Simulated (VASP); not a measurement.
Band structure of SrTiO₃ (cubic perovskite). Computed with revPBE GGA, VASP's PBE PAW potentials (set 64) (plane waves; VASP 6.6.1).

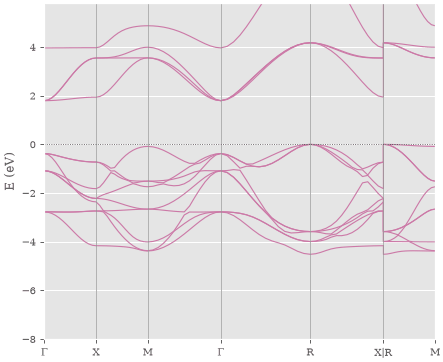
Fig. 1. Bands along high-symmetry lines, zero at the valence-band maximum or, without a gap, the Fermi level

### Question
Read the plot: is there a gap, and where are the band edges?

### Answer
The gap is indirect, 1.79 eV, from the valence maximum at R to the conduction minimum at Γ. (Edges off the drawn lines would not show.)

Measured: gap 3.59 eV (computed value off by -1.80 eV), as given by Anna Miglio et al., npj Computational Materials (2020), arXiv:2011.12765 [zero-point renormalisation of 336 meV (experimental, the table's column) added back].

The compound is SrTiO3 in the cubic perovskite structure, the ideal cubic form; the compound distorts at low or room temperature. It was relaxed first.
